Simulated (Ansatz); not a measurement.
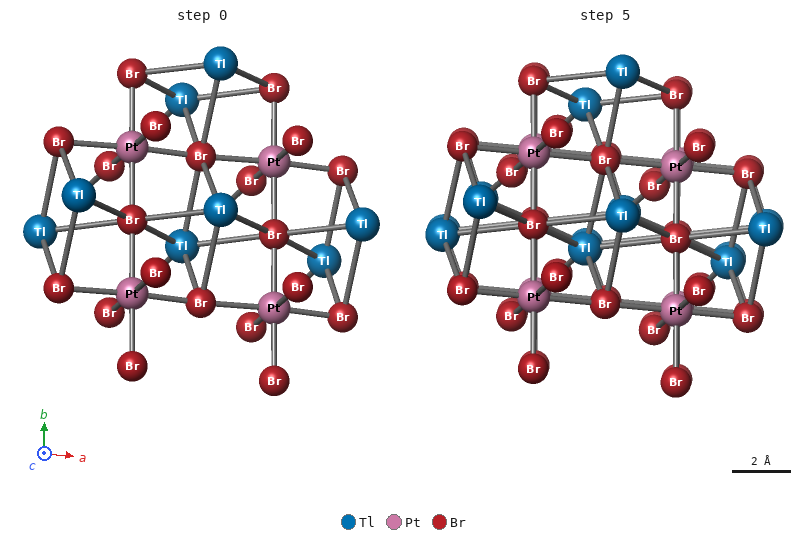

The structure of solid Tl2PtBr4 (built on the K2MgH4-139 type type) before (left) and after (right) a relaxation, at one scale.

A ball-and-stick model of the cell of the calculation, reduced to other axes, seen along the c axis. Lengths and directions refer to the drawn axes.

Case: shaken.

Computed with DFT, PBEsol, plane waves, PAW (Ansatz).

The input:
```yaml
crystal:
  lattice:
    - [-2.7941487856, 2.6195609174, 7.9254395514]
    - [2.5250939801, -2.6108163274, 7.8322631769]
    - [2.7611268431, 2.5777943849, -7.9225065385]
  atoms:
    - { symbol: Tl, position: [0.6299047974, 0.6287053335, -0.0116601566] }
    - { symbol: Tl, position: [0.3638607857, 0.3663501396, -0.0029251879] }
    - { symbol: Pt, position: [0.0040570225, -0.0024696365, 0.0031694353] }
    - { symbol: Br, position: [0.0108391238, 0.5055420467, 0.5132155598] }
    - { symbol: Br, position: [0.495561012, -0.0086666275, 0.4807462634] }
    - { symbol: Br, position: [0.84839247, 0.8348017347, 0.0073362191] }
    - { symbol: Br, position: [0.1628301798, 0.1698002565, 0.016385284] }
kpoints:
  mp_grid: { grid: [6, 6, 6] }
hamiltonian:
  xc: pbesol
scf:
  occupations: { method: fermi_dirac, width: 0.05 }
relax:
  f_tol: 0.01
  cell: {}
  max_steps: 120
```

Launched with:
```bash
ansatz run input.yaml --threads 4 --pin off --max-ram 4608MiB --backend cpu --events-out ev --progress --plain --runs-dir out
```

Question: Summarise the run.

Answer: The energy falls by 10.1 meV per atom in 4 accepted moves (5 points after the start). Largest force component: 0.64 eV/Å at the start, 0.0029 eV/Å at the end. Pressure: −0.80 GPa at the start and −0.02 GPa at the end. At 1 point the geometry stayed and the basis and grid were re-selected for the new cell (energy shift of 0.1 meV per atom at most each time). Br5 moves most relative to the cell: 0.093 Å roughly along [2 2 1]. By element the largest moves are Br 0.093 Å, Tl 0.031 Å, Pt 0.018 Å. Cell: a 5.197 → 5.223 Å (+0.5 %), b 5.287 → 5.223 Å (−1.2 %), c 8.619 → 8.615 Å (−0.1 %), α 105.8° → 107.5°, β 107.4° → 107.7°, γ 90.7° → 90.0°. Volume −1.8 %. Among the contacts that change: Tl2–Br5 3.513 → 3.334 Å, Pt3–Br5 2.537 → 2.613 Å, Pt3–Br4 2.672 → 2.612 Å, Pt3–Br6 2.542 → 2.482 Å. Among the angles between lasting bonds that change: Pt3–Br5–Pt3 176.4° → 179.8°, Br5–Pt3–Br5 176.4° → 179.8°, Br4–Pt3–Br5 87.5° → 90.1°. The space group stays P1 (No. 1). The run took 3.6 min on 4 threads of Arm Neoverse N1 (shared host), peak memory 1 GiB.
